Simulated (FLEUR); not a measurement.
# Exchange couplings of MnZn with FLEUR

One state of MnZn is converged without symmetry. Force theorems then give its exchange couplings.

Calculated with FLEUR MaX-R8.1; LDA (VWN); all-electron FLAPW, Dirac cores, scalar-relativistic bands.

### 1. Starting point

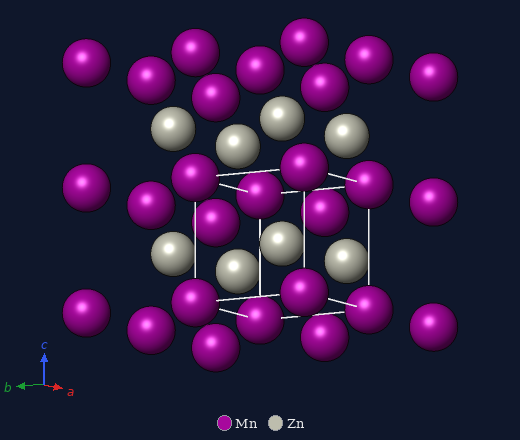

Start, viewed from a free direction; manganese purple, zinc light grey. 2×2×2 cells are drawn. Some periodic images of atoms are drawn too.

As a file:

```xyz
2
Lattice="3.0700 0.0000 0.0000 0.0000 3.0700 0.0000 0.0000 0.0000 3.0700" Properties=species:S:1:pos:R:3 pbc="T T T"
Mn    0.0000    0.0000    0.0000
Zn    1.5350    1.5350    1.5350
```

### 2. The magnetic state

The force theorems are single passes in this state's potential, so it has to be converged first.

No symmetry is used, so that later steps may turn the spins freely; k and −k are joined. inpgen writes inp.xml from crystal.txt; cutoffs, mixing, functional, smearing and local orbitals are then set in the file. The k list scf (kpts.xml, not shown) is a Γ-centred 8×8×8 mesh; where the ranks do not divide the number of points, some are split in two of half the weight.

The input, inp.xml:

```
<?xml version="1.0" encoding="UTF-8" standalone="no"?>
<fleurInput fleurInputVersion="0.39">
   <comment>
      MnZn
   </comment>
   <calculationSetup>
      <cutoffs Kmax="3.6" Gmax="10.8" GmaxXC="10.8" numbands="0"/>
      <scfLoop itmax="90" minDistance="0.00002" maxIterBroyd="15" imix="Anderson" alpha="0.05" precondParam="0.0" spinf="2.0" sdNocoIR="T"/>
      <coreElectrons ctail="F" frcor="F" kcrel="0" coretail_lmax="0"/>
      <xcFunctional name="vwn" relativisticCorrections="F"/>
      <magnetism jspins="2" l_noco="F" l_ss="F">
         <qss>0.0 0.0 0.0</qss>
         <mtNocoParams l_mperp="F" l_mtNocoPot="F" l_relaxSQA="F" mag_mixing_scheme="0" mix_RelaxWeightOffD="1.0" l_constrained="F" mix_constr="1.0"/>
         <sourceFreeMag l_sourceFree="F" l_scaleMag="F" mag_scale="1.0"/>
      </magnetism>
      <soc l_soc="F" theta="0.0" phi="0.0" spav="F"/>
      <expertModes spex="0" secvar="F"/>
      <geometryOptimization l_f="F" forcealpha="1.0" forcemix="BFGS" epsdisp="0.00001" epsforce="0.00001"/>
      <ldaU l_linMix="F" mixParam="0.05" spinf="1.0"/>
   </calculationSetup>
   <cell>
      <bzIntegration valenceElectrons="27.0" mode="hist" fermiSmearingEnergy="0.00293995">
         <kPointListSelection listName="scf"/>
         <xi:include xmlns:xi="http://www.w3.org/2001/XInclude" href="kpts.xml"> </xi:include>
      </bzIntegration>
      <xi:include xmlns:xi="http://www.w3.org/2001/XInclude" href="sym.xml"> </xi:include>
      <bulkLattice scale="1.0">
         <bravaisMatrix>
            <row-1>    5.8014592025219995     0.0000000000000000     0.0000000000000000</row-1>
            <row-2>    0.0000000000000000     5.8014592025219995     0.0000000000000000</row-2>
            <row-3>    0.0000000000000000     0.0000000000000000     5.8014592025219995</row-3>
         </bravaisMatrix>
      </bulkLattice>
   </cell>
   <atomSpecies>
      <species name="Manganese 3.500" element="Mn" atomicNumber="25">
         <mtSphere radius="2.45" gridPoints="811" logIncrement="0.015"/>
         <atomicCutoffs lmax="10" lnonsphr="8"/>
         <electronConfig flipSpins="F">
            <coreConfig>(1s1/2) (2s1/2) (2p1/2) (2p3/2)</coreConfig>
            <valenceConfig>(3s1/2) (3p1/2) (3p3/2) (4s1/2) (3d3/2) (3d5/2)</valenceConfig>
            <stateOccupation state="(3d3/2)" spinUp="1.25" spinDown="0.75"/>
            <stateOccupation state="(3d5/2)" spinUp="3.0" spinDown="0.0"/>
         </electronConfig>
         <energyParameters s="4" p="4" d="3" f="4"/>
         <lo type="SCLO" l="0" n="3" eDeriv="0"/>
         <lo type="SCLO" l="1" n="3" eDeriv="0"/>
      </species>
      <species name="Zinc (Zn)" element="Zn" atomicNumber="30">
         <mtSphere radius="2.45" gridPoints="811" logIncrement="0.015"/>
         <atomicCutoffs lmax="10" lnonsphr="8"/>
         <electronConfig flipSpins="F">
            <coreConfig>(1s1/2) (2s1/2) (2p1/2) (2p3/2) (3s1/2) (3p1/2) (3p3/2)</coreConfig>
            <valenceConfig>(4s1/2) (3d3/2) (3d5/2)</valenceConfig>
         </electronConfig>
         <energyParameters s="4" p="4" d="3" f="4"/>
      </species>
   </atomSpecies>
   <atomGroups>
      <atomGroup species="Manganese 3.500">
         <relPos label="                   1">.0000000000 .0000000000 .0000000000</relPos>
         <force calculate="T" relaxXYZ="TTT"/>
         <nocoParams  alpha="0.0" beta="0.0"/>
      </atomGroup>
      <atomGroup species="Zinc (Zn)">
         <relPos label="                   2">1.000/2.000 1.000/2.000 1.000/2.000</relPos>
         <force calculate="T" relaxXYZ="TTT"/>
         <nocoParams  alpha="0.0" beta="0.0"/>
      </atomGroup>
   </atomGroups>
   <output dos="F" band="F" slice="F">
      <bandDOS minEnergy="-.5*Htr" maxEnergy="0.5*Htr" sigma="0.015" storeEVData="T"/>
      <plotting iplot="0" polar="F">
         <plot TwoD="T" vec1="  1.0  0.0  0.0" vec2="  0.0  1.0  0.0" vec3="  0.0  0.0  1.0" zero="  0.0  0.0  0.0" file="plot"/>
      </plotting>
      <moessbauerParams electricFieldGradient="F" isomerShift="F" coreHyperfine="F" valenceHyperfine="F"/>
   </output>
</fleurInput>
```

The input, crystal.txt:

```
MnZn
&input film=F cartesian=F /
3.07000000000  0.00000000000  0.00000000000
0.00000000000  3.07000000000  0.00000000000
0.00000000000  0.00000000000  3.07000000000
1.8897261246
1.0 1.0 1.0

2
25 0.00000000000  0.00000000000  0.00000000000 : 3.500
30 0.50000000000  0.50000000000  0.50000000000

&kpt div1=8 div2=8 div3=8 gamma=T /
```

Command:

```bash
$ OMP_NUM_THREADS=1 inpgen -f crystal.txt -nosym -noco > inpgen.log  # inp.xml is then edited as shown
$ OMP_NUM_THREADS=1 mpirun -n 4 fleur_MPI > fleur.log
```

The log of the run:

```text
Welcome to FLEUR        (www.flapw.de)
      MaX-Release 8.1          (www.max-centre.eu)

 ========== k-point set info ==========
 Selected k-point list: scf
 k-point list type: mesh
 0 x 0 x 0
 Number of k points: 260

 ------------Calculation Setup---------------------------
 Number of MPI-tasks      :            4
 Number of PE/node        :            4
 Number of OMP-threads    :            1
 k-points in parallel     :            4
 pe's per k-point         :            1
 No of k-point loops      :           65
 Eigenvalue solver        :       lapack
 Number of basis functions:          183
 Approximate size of matrices (H+S) per k-point:         0.001 GB
 --------------------------------------------------------
 Complex matrix made real
 Complex matrix made real
 Iteration:     1   Distance:      16.08417750 me/bohr^3
 Iteration:     2   Distance:      11.35405647 me/bohr^3
 Iteration:     3   Distance:       4.95402419 me/bohr^3
 Iteration:     4   Distance:       4.11499539 me/bohr^3
 Iteration:     5   Distance:       2.82003082 me/bohr^3
 Iteration:     6   Distance:       1.48055447 me/bohr^3
 Iteration:     7   Distance:       0.78753114 me/bohr^3
 Iteration:     8   Distance:       0.29203072 me/bohr^3
 Iteration:     9   Distance:       0.41377979 me/bohr^3
 Iteration:    10   Distance:       0.13943837 me/bohr^3
 Iteration:    11   Distance:       0.12169227 me/bohr^3
 Iteration:    12   Distance:       0.04309718 me/bohr^3
 Iteration:    13   Distance:       0.05864788 me/bohr^3
 Iteration:    14   Distance:       0.01892909 me/bohr^3
 Iteration:    15   Distance:       0.01882685 me/bohr^3
 Iteration:    16   Distance:       0.01855388 me/bohr^3
 Iteration:    17   Distance:       0.01568486 me/bohr^3
 Iteration:    18   Distance:       0.00367276 me/bohr^3
 Iteration:    19   Distance:       0.00063146 me/bohr^3
 Iteration:    20   Distance:       0.00067659 me/bohr^3
 Iteration:    21   Distance:       0.00008543 me/bohr^3
 Iteration:    22   Distance:       0.00001692 me/bohr^3

 ********************************************************************
 Run finished successfully
 Stop message:
   all done
 ********************************************************************

--- out.xml (last complete iteration) ---
<iteration numberForCurrentRun="   22" overallNumber="   22">
         <energyParameters units="Htr">
            <atomicEP atomType="1" spin="1" branch="4s" branchLowest="-2.67" branchHighest="1.52" value="0.1416648778"/>
            <atomicEP atomType="1" spin="1" branch="4p" branchLowest="-1.52" branchHighest="2.04" value="0.2753221833"/>
            <atomicEP atomType="1" spin="1" branch="3d" branchLowest="-9.99" branchHighest="0.30" value="0.1857220109"/>
            <atomicEP atomType="1" spin="1" branch="4f" branchLowest="-9.99" branchHighest="3.01" value="0.5876162292"/>
            <loAtomicEP atomType="1" spin="1" branch="3s" branchLowest="-26.77" branchHighest="-2.67" value="-2.6756758372"/>
            <loAtomicEP atomType="1" spin="1" branch="3p" branchLowest="-22.63" branchHighest="-1.52" value="-1.5408243848"/>
            <atomicEP atomType="2" spin="1" branch="4s" branchLowest="-4.34" branchHighest="1.02" value="0.0974433473"/>
            <atomicEP atomType="2" spin="1" branch="4p" branchLowest="-2.67" branchHighest="1.59" value="0.2715302555"/>
            <atomicEP atomType="2" spin="1" branch="3d" branchLowest="-9.99" branchHighest="0.04" value="0.0030487406"/>
            <atomicEP atomType="2" spin="1" branch="4f" branchLowest="-9.99" branchHighest="3.18" value="0.6132027501"/>
            <atomicEP atomType="1" spin="2" branch="4s" branchLowest="-2.55" branchHighest="1.61" value="0.1676829968"/>
            <atomicEP atomType="1" spin="2" branch="4p" branchLowest="-1.41" branchHighest="2.12" value="0.2964241467"/>
            <atomicEP atomType="1" spin="2" branch="3d" branchLowest="-9.99" branchHighest="0.42" value="0.2758842592"/>
            <atomicEP atomType="1" spin="2" branch="4f" branchLowest="-9.99" branchHighest="3.09" value="0.6045638258"/>
            <loAtomicEP atomType="1" spin="2" branch="3s" branchLowest="-26.72" branchHighest="-2.55" value="-2.5560255187"/>
            <loAtomicEP atomType="1" spin="2" branch="3p" branchLowest="-22.59" branchHighest="-1.41" value="-1.4244743436"/>
            <atomicEP atomType="2" spin="2" branch="4s" branchLowest="-4.34" branchHighest="1.02" value="0.0935709318"/>
            <atomicEP atomType="2" spin="2" branch="4p" branchLowest="-2.67" branchHighest="1.59" value="0.2680234877"/>
            <atomicEP atomType="2" spin="2" branch="3d" branchLowest="-9.99" branchHighest="0.04" value="0.0029927456"/>
            <atomicEP atomType="2" spin="2" branch="4f" branchLowest="-9.99" branchHighest="3.18" value="0.6100623137"/>
         </energyParameters>
         <bandgap value="0.0000000000" units="eV"/>
         <sumValenceSingleParticleEnergies value="-12.7021202472" units="Htr"/>
         <FermiEnergy value="0.2564656673" units="Htr"/>
         <valenceDensity>
            <mtCharges spin="1">
               <mtCharge atomType="1" total="8.5186068" s="1.1768809" p="3.1642501" d="4.1675490" f="0.0076429"/>
               <mtCharge atomType="2" total="5.5518741" s="0.3337917" p="0.2895457" d="4.9114512" f="0.0130194"/>
            </mtCharges>
            <mtCharges spin="2">
               <mtCharge atomType="1" total="5.3507197" s="1.1615290" p="3.1608561" d="1.0192551" f="0.0071490"/>
               <mtCharge atomType="2" total="5.6173673" s="0.3811203" p="0.3479288" d="4.8814369" f="0.0053387"/>
            </mtCharges>
            <spinDependentCharge spin="1" total="15.0681509" interstitial="0.9976699" mtSpheres="14.0704809"/>
            <spinDependentCharge spin="2" total="11.9318491" interstitial="0.9637622" mtSpheres="10.9680869"/>
            <totalCharge value="27.0000000000"/>
         </valenceDensity>
         <coreStates atomType="     1" atomicNumber=" 25" spin="1" kinEnergy="    525.1260942839" eigValSum="   -329.8499473752" lostElectrons=" 0.000000">
            <state n="1" l="0" j="0.5" energy="-235.1691758063" weight="1.0000000000"/>
            <state n="2" l="0" j="0.5" energy="-26.7724255413" weight="1.0000000000"/>
            <state n="2" l="1" j="0.5" energy="-22.8906992014" weight="1.0000000000"/>
            <state n="2" l="1" j="1.5" energy="-22.5088234131" weight="2.0000000000"/>
         </coreStates>
         <coreStates atomType="     1" atomicNumber=" 25" spin="2" kinEnergy="    525.6412452002" eigValSum="   -329.6694834066" lostElectrons=" 0.000000">
            <state n="1" l="0" j="0.5" energy="-235.1689008408" weight="1.0000000000"/>
            <state n="2" l="0" j="0.5" energy="-26.7181858840" weight="1.0000000000"/>
            <state n="2" l="1" j="0.5" energy="-22.8494013228" weight="1.0000000000"/>
            <state n="2" l="1" j="1.5" energy="-22.4664976795" weight="2.0000000000"/>
         </coreStates>
         <coreStates atomType="     2" atomicNumber=" 30" spin="1" kinEnergy="    856.3006905985" eigValSum="   -512.8609618171" lostElectrons=" 0.000643">
            <state n="1" l="0" j="0.5" energy="-348.9086537728" weight="1.0000000000"/>
            <state n="2" l="0" j="0.5" energy="-42.0985895946" weight="1.0000000000"/>
            <state n="2" l="1" j="0.5" energy="-37.0744564077" weight="1.0000000000"/>
            <state n="2" l="1" j="1.5" energy="-36.1991778166" weight="2.0000000000"/>
            <state n="3" l="0" j="0.5" energy="-4.3452540676" weight="1.0000000000"/>
            <state n="3" l="1" j="0.5" energy="-2.7541366674" weight="1.0000000000"/>
            <state n="3" l="1" j="1.5" energy="-2.6407578369" weight="2.0000000000"/>
         </coreStates>
         <coreStates atomType="     2" atomicNumber=" 30" spin="2" kinEnergy="    856.2899029785" eigValSum="   -512.8556765477" lostElectrons=" 0.000647">
            <state n="1" l="0" j="0.5" energy="-348.9089677639" weight="1.0000000000"/>
            <state n="2" l="0" j="0.5" energy="-42.0978738400" weight="1.0000000000"/>
            <state n="2" l="1" j="0.5" energy="-37.0740184209" weight="1.0000000000"/>
            <state n="2" l="1" j="1.5" energy="-36.1987141892" weight="2.0000000000"/>
            <state n="3" l="0" j="0.5" energy="-4.3442676239" weight="1.0000000000"/>
            <state n="3" l="1" j="0.5" energy="-2.7532691140" weight="1.0000000000"/>
            <state n="3" l="1" j="1.5" energy="-2.6399257034" weight="2.0000000000"/>
         </coreStates>
         <allElectronCharges>
            <spinDependentCharge spin="1" total="29.0681509" interstitial="0.9983129" mtSpheres="28.0698380"/>
            <spinDependentCharge spin="2" total="25.9318491" interstitial="0.9644092" mtSpheres="24.9674400"/>
            <totalCharge value="55.0000000042"/>
         </allElectronCharges>
         <magneticMomentsInMTSpheres units="muBohr">
            <globalMagMoment atomType="1" vec="0.00000   0.00000   3.16789"/>
            <localMagMoment atomType="1" vec="0.00000   0.00000   3.16789"/>
            <globalMagMoment atomType="2" vec="0.00000   0.00000  -0.06549"/>
            <localMagMoment atomType="2" vec="0.00000   0.00000  -0.06549"/>
         </magneticMomentsInMTSpheres>
         <moessbauerParams unitsHFF="kG" unitsIS="e/bohr^3" unitsEFG="Htr/bohr^2">
         </moessbauerParams>
         <totalEnergy value="    -2949.9952598733" units="Htr">
            <sumOfEigenvalues value="    -1697.9381893937">
               <coreElectrons value="-1685.2360691466"/>
               <valenceElectrons value="-12.7021202472"/>
            </sumOfEigenvalues>
            <densityCoulombPotentialIntegral value="-4536.4628507877"/>
            <densityEffectivePotentialIntegral value="-4694.1537984571"/>
            <chargeDenXCDenIntegral value="-119.1096973538"/>
            <FockExchangeEnergyValence value="0.0000000000"/>
            <FockExchangeEnergyCore value="0.0000000000"/>
            <atomTypeDependentContributions atomType="1">
               <electronNucleiInteractionDifferentMTs value="1379.4885852901"/>
               <MadelungTerm value="-9.0209743729"/>
            </atomTypeDependentContributions>
            <atomTypeDependentContributions atomType="2">
               <electronNucleiInteractionDifferentMTs value="2161.1060871694"/>
               <MadelungTerm value="-9.2540993566"/>
            </atomTypeDependentContributions>
            <tkbTimesEntropy value="0.0009972693"/>
            <freeEnergy value="-2949.9962571426"/>
            <extrapolationTo0K value="-2949.9957585080"/>
         </totalEnergy>
         <densityConvergence units="me/bohr^3">
            <chargeDensity spin="1" distance="0.0000121481"/>
            <chargeDensity spin="2" distance="0.0000113250"/>
            <overallChargeDensity distance="0.0000162950"/>
            <spinDensity distance="0.0000169156"/>
         </densityConvergence>
      </iteration>
```

The job ended after 2.3 min (4 MPI ranks of Intel Xeon Platinum 8259CL at 2.50GHz (Skylake/Cascade Lake), shared host; peak memory 0.57 GiB; 9 min of CPU time).

Spin moment in the muffin-tin sphere by atom:

| atom | spin moment in the muffin-tin sphere (μB) |
| --- | --- |
| Mn1 | 3.17 |
| Zn2 | -0.07 |

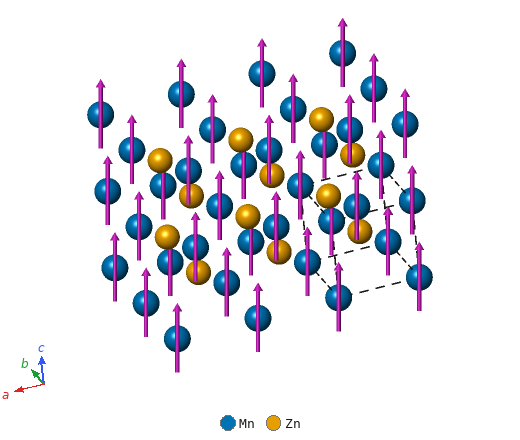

Spin moment in the muffin-tin sphere as arrows, the longest 3.17 μB. Up and down stand for the sign. Arrows give size and sign along the axis of quantisation, drawn up and down the page. 3×2×2 cells are drawn. Some periodic images of atoms are drawn too.

Numbers from this step:

* free energy: -80273.4876 eV
* program's band gap on this mesh (in a metal only a level spacing): 0 eV
* magnetization: 3.136 μB
* final state: ferromagnetic, with opposed induced moments

After 22 cycles the largest moment stands at 3.17 μB.

### 3. Cone spirals

A narrow cone is a small rotation, for which the force theorem holds; spirals of any q fit in this cell.

All spins tilt by 20° and precess with wavevector q. The points are the irreducible ones of a 4×4×4 mesh. The k list spirals (kpts.xml, not shown) is a Γ-centred 8×8×8 mesh.

Changes to inp.xml since step 2:

```diff
@@ -7,6 +7,6 @@
       <cutoffs Kmax="3.6" Gmax="10.8" GmaxXC="10.8" numbands="0"/>
-      <scfLoop itmax="90" minDistance="0.00002" maxIterBroyd="15" imix="Anderson" alpha="0.05" precondParam="0.0" spinf="2.0" sdNocoIR="T"/>
+      <scfLoop itmax="1" minDistance="0.00002" maxIterBroyd="15" imix="Anderson" alpha="0.05" precondParam="0.0" spinf="2.0" sdNocoIR="T"/>
       <coreElectrons ctail="F" frcor="F" kcrel="0" coretail_lmax="0"/>
       <xcFunctional name="vwn" relativisticCorrections="F"/>
-      <magnetism jspins="2" l_noco="F" l_ss="F">
+      <magnetism jspins="2" l_noco="T" l_ss="T">
          <qss>0.0 0.0 0.0</qss>
@@ -22,3 +22,3 @@
       <bzIntegration valenceElectrons="27.0" mode="hist" fermiSmearingEnergy="0.00293995">
-         <kPointListSelection listName="scf"/>
+         <kPointListSelection listName="spirals"/>
          <xi:include xmlns:xi="http://www.w3.org/2001/XInclude" href="kpts.xml"> </xi:include>
@@ -62,3 +62,3 @@
          <force calculate="T" relaxXYZ="TTT"/>
-         <nocoParams  alpha="0.0" beta="0.0"/>
+         <nocoParams  alpha="0.0" beta="0.3490659"/>
       </atomGroup>
@@ -67,3 +67,3 @@
          <force calculate="T" relaxXYZ="TTT"/>
-         <nocoParams  alpha="0.0" beta="0.0"/>
+         <nocoParams  alpha="0.0" beta="0.3490659"/>
       </atomGroup>
@@ -77,2 +77,16 @@
    </output>
+   <forceTheorem>
+      <spinSpiralDispersion>
+         <q>0.00000000 0.00000000 0.00000000</q>
+         <q>0.00000000 0.00000000 0.25000000</q>
+         <q>0.00000000 0.00000000 0.50000000</q>
+         <q>0.00000000 0.25000000 0.25000000</q>
+         <q>0.00000000 0.25000000 0.50000000</q>
+         <q>0.00000000 0.50000000 0.50000000</q>
+         <q>0.25000000 0.25000000 0.25000000</q>
+         <q>0.25000000 0.25000000 0.50000000</q>
+         <q>0.25000000 0.50000000 0.50000000</q>
+         <q>0.50000000 0.50000000 0.50000000</q>
+      </spinSpiralDispersion>
+   </forceTheorem>
 </fleurInput>
```

Command:

```bash
$ OMP_NUM_THREADS=1 mpirun -n 4 fleur_MPI -warn_only > fleur.log
```

The log of the run:

```text
[banner, memory and clock lines left out]
Welcome to FLEUR        (www.flapw.de)
      MaX-Release 8.1          (www.max-centre.eu)
 qss = 0 ; not a spin-spiral!

 ========== k-point set info ==========
 Selected k-point list: spirals
 k-point list type: mesh
 0 x 0 x 0
 Number of k points: 512

 [... set-up left out ...]
 ********************************************************************
 Run finished successfully
 Stop message:
   Forcetheorem:SpinSpiralDispersion
 ********************************************************************

--- out.xml (force theorem) ---
<Forcetheorem_SSDISP qvectors="10" units="Htr">
            <Entry q="1" ev-sum="-12.7020917"/>
            <Entry q="2" ev-sum="-12.7020535"/>
            <Entry q="3" ev-sum="-12.7020926"/>
            <Entry q="4" ev-sum="-12.7018857"/>
            <Entry q="5" ev-sum="-12.7018634"/>
            <Entry q="6" ev-sum="-12.7018398"/>
            <Entry q="7" ev-sum="-12.7019106"/>
            <Entry q="8" ev-sum="-12.7020474"/>
            <Entry q="9" ev-sum="-12.7023283"/>
            <Entry q="10" ev-sum="-12.7026731"/>
         </Forcetheorem_SSDISP>
```

The job ended after 1.9 min (4 MPI ranks; peak memory 0.57 GiB; 7.8 min of CPU time).

Spiral energies, by row:

| q1 | q2 | q3 | band energy less that at q = 0 (meV a cell) |
| --- | --- | --- | --- |
| 0 | 0 | 0 | 0 |
| 0 | 0 | 0.25 | 1.039 |
| 0 | 0 | 0.5 | -0.02449 |
| 0 | 0.25 | 0.25 | 5.606 |
| 0 | 0.25 | 0.5 | 6.212 |
| 0 | 0.5 | 0.5 | 6.855 |
| 0.25 | 0.25 | 0.25 | 4.928 |
| 0.25 | 0.25 | 0.5 | 1.205 |
| 0.25 | 0.5 | 0.5 | -6.438 |
| 0.5 | 0.5 | 0.5 | -15.82 |

(Continued in part 2 of 2.)

[Logs and program files are shortened in this print: banners, set-up blocks, solver, clock and traceback lines can be left out without a mark of their own.]

[Logs are printed without paths, hosts, clocks, repeated set-up lines and the standing remarks that a program may print on its own settings, such as how far it seeks lower states.]

[Hosts, paths, dates, database ids (printed as entryN), source tags and the programs' standing remarks are cut or masked in the printed files.]

[Where a cell is said to come from a database of computed structures, the database is the Materials Project.]
